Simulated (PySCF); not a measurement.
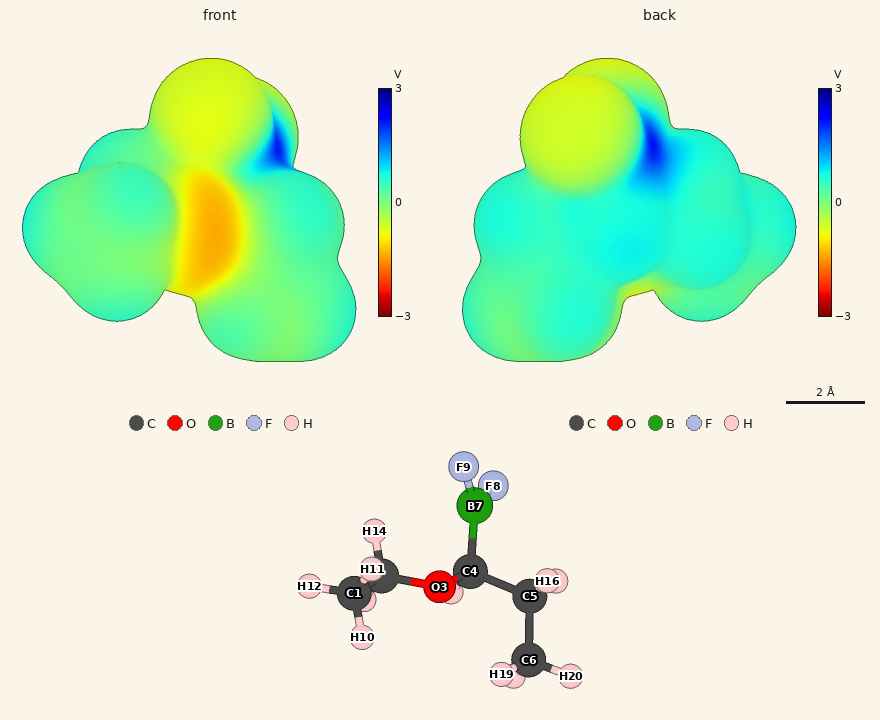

The picture shows: C$_{5}$H$_{11}$BF$_{2}$O (SMILES CCO[C@H](CC)B(F)F). The electrostatic potential painted on the density surface at 0.002 e/bohr³, seen from the front and from behind; the colour scale runs from red (negative) to blue (positive). The bare structure is drawn below in the same view.

Geometry: GFN2-xTB.

Theory: PySCF 2.14.0, PBE0/pcSseg-1, SCF density, gas phase, non-relativistic.

```xyz
20

C     2.7961   -0.1515   -0.8167
C     1.7475    0.0581    0.2634
O     0.4779    0.0737   -0.3473
C    -0.5961    0.2825    0.5603
C    -1.9075    0.0011   -0.2081
C    -2.0007   -1.4565   -0.6399
B    -0.6584    1.7489    1.1954
F    -1.4455    2.0120    2.2214
F    -0.0130    2.7995    0.7419
H     2.6041   -1.0829   -1.3417
H     2.7525    0.6646   -1.5320
H     3.7861   -0.1875   -0.3713
H     1.7917   -0.7552    1.0076
H     1.9289    1.0068    0.7917
H    -0.5240   -0.4680    1.3714
H    -1.9252    0.6452   -1.0877
H    -2.7509    0.2621    0.4335
H    -2.0338   -2.1123    0.2272
H    -1.1350   -1.7153   -1.2424
H    -2.8999   -1.6147   -1.2297
```

### Where is the surface potential most negative and most positive?

The most negative region (about −1.3 V) lies over O3, the most positive (about +2.0 V) over B7. O3 is the likeliest acceptor of a hydrogen bond.
